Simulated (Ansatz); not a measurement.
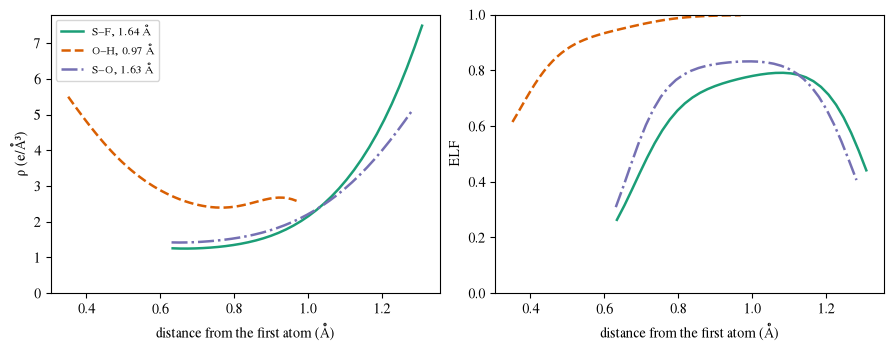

*FHOS (SMILES OSF). Total electron density and electron localisation function along straight lines between neighbouring atoms. The curves leave out the atomic cores.*

Geometry: PBE0-D3(BJ)/def2-SVP.

These are results of isolated molecule in a Gaussian basis; Kohn-Sham density functional theory, functional PBE0 (Ansatz), not measurements.

```xyz
4

F    -1.0461   -0.7374    0.2045
O     0.8217    0.7175   -0.6891
S    -0.2402    0.6452    0.5427
H     1.6014    0.1867   -0.4675
```

Q: Compare the contacts.

A: S–F (1.64 Å): ρ is about 1.4 e/Å³ halfway; the ELF peaks at about 0.80 between the atoms: a shared but strongly polarised pair.
O–H (0.97 Å): ρ is about 3.8 e/Å³ halfway; the ELF climbs to about 1 towards the hydrogen, as it does in any bond to H; a covalent bond by its length.
S–O (1.63 Å): ρ is about 1.6 e/Å³ halfway; the ELF peaks at about 0.85 between the atoms, as expected for a polar covalent bond.
